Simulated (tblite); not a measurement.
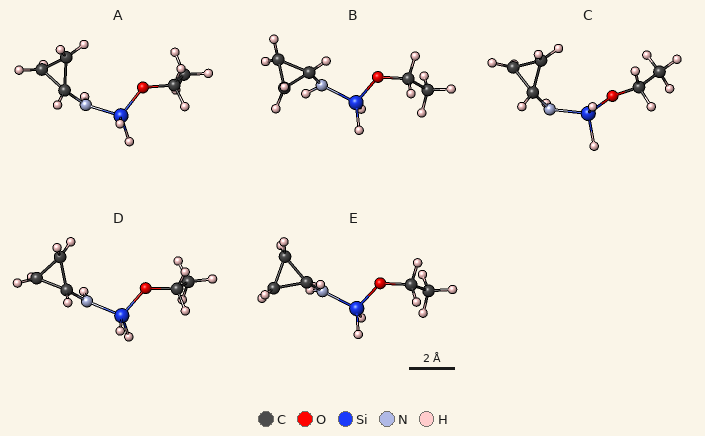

5 geometries from one relaxation of C5H13NOSi, in shuffled order. A ball-and-stick model, seen at a tilt.

The calculation used GFN2-xTB geometry optimisation, gas phase (tblite 0.8.0). 

### Put them in the order of the run, from the start to the converged end.

C, A, D, E, B. They are steps 0, 108, 151, 204, 285, at +0.806 eV, +0.122 eV, +0.082 eV, +0.043 eV relative to the last. Over 285 geometry steps the energy falls by 0.806 eV. An H atom moves most after the best rigid fit: 2.79 Å. Largest moves by element: H 2.79 Å, C 1.43 Å, N 1.19 Å, O 1.16 Å, Si 0.98 Å. Among the contacts that change: O–Si 1.685 → 1.618 Å, N–Si 1.766 → 1.715 Å, C–H 1.120 → 1.081 Å, H–N 1.036 → 1.008 Å. Bond angles that change, for instance: C–O–Si 114.6° → 129.2°, O–Si–N 116.2° → 101.9°, Si–N–C 115.2° → 123.9°. Groups turn about C–O by about 125°, O–Si by about 25°. Cost: 3.8 s on 1 thread of Arm Neoverse N1, on a shared host.
